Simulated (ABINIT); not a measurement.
Band structure of NiAl (Pm-3m, 2 atoms in the cell).

```
CELL_PARAMETERS angstrom
      2.90994     0.00000     0.00000
      0.00000     2.90994     0.00000
      0.00000     0.00000     2.90994
ATOMIC_POSITIONS crystal
  Al 0.50000 0.50000 0.50000
  Ni 0.00000 0.00000 0.00000
```

Level of theory: PBE, norm-conserving pseudopotentials (PseudoDojo nc-sr-05 PBE standard) (plane waves; ABINIT).

Settings: pseudos = [Al.upf, Ni.upf]; ecut = 98 Ry; occopt = 7; tsmear = 0.00367493 Ha; ngkpt = 8 8 8; nshiftk = 1; shiftk = 0 0 0; potentials = PseudoDojo nc-sr-05 PBE standard; kptopt = 1; nstep = 80; tolvrs1 = 1e-12; ndtset = 2; getden2 = 1.

The starting cell has typed, rounded lattice constants, without a prior relaxation at this level. Its lattice was rescaled by a random factor within 2.5 % of one. Spin polarisation is off.

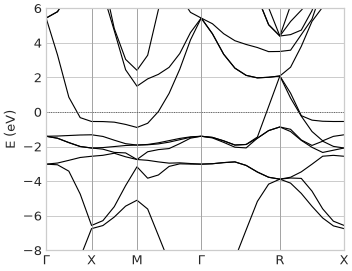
*Bands along the path, energies from the Fermi level.*

Levels in eV from the Fermi level, bands 7 to 14:
```
point      7      8      9     10     11    12    13     14
-----  -----  -----  -----  -----  -----  ----  ----  -----
Γ      -3.01  -1.40  -1.40  -1.40   5.43  5.43  5.43   8.10
X      -2.56  -2.08  -2.08  -1.32  -0.55  8.30  9.93   9.93
M      -2.75  -2.75  -1.91  -1.91  -0.89  1.50  2.41  11.99
R      -3.88  -0.86  -0.86   2.08   2.08  2.08  3.50   4.40
```

Bands cross the Fermi level along this path, so the cell is metallic at this level.
